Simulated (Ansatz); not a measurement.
BiAu2: pressure series

The parent structure is BiAu$_{2}$ in the cubic Laves (MgCu2 type) structure (space group Fd-3m, No. 227; a = 7.9447 Å).

Cell and atoms are relaxed at each pressure.

Calculations: Kohn–Sham DFT with the PBEsol functional, run in Ansatz (a first-principles code) with PAW and 420 eV plane waves, no SOC.

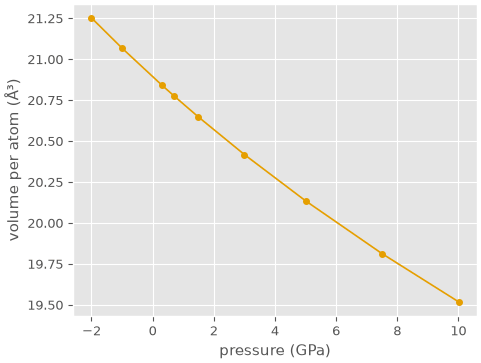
Figure. Volume against pressure

**Question.** Estimate the zero-pressure bulk modulus from the plot.

**Answer.** About 120 GPa; a third-order Birch–Murnaghan fit to the points gives V₀ = 20.89 Å³/atom, B₀ = 123 GPa and B₀′ = 5.3.

Load acts through the strain it causes; cell and atoms are relaxed under it. Whether these cells are dynamically stable was not tested. Competing high-pressure phases were not computed.
